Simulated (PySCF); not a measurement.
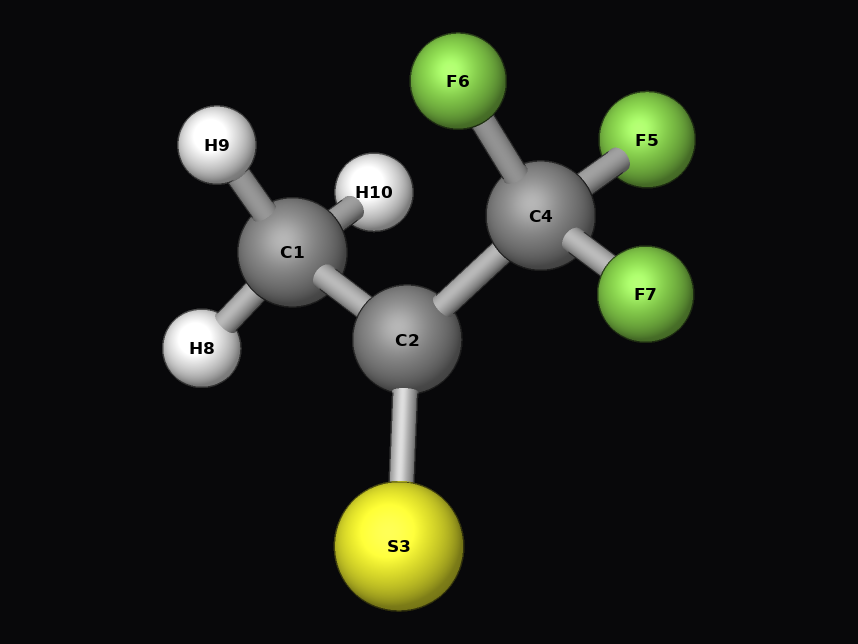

The questions are on isotropic NMR shieldings of the C atoms. Geometry: a distorted geometry made from a computed GFN2-xTB structure, not a minimum. Level of theory: GIAO PBE0/pcSseg-1 NMR shielding, non-relativistic, gas phase (PySCF 2.14.0).

Give the isotropic NMR shieldings of the C atoms atom by atom.

```
atom  σ (ppm)
  C1    147.1
  C2    −65.8
  C4     62.3
```
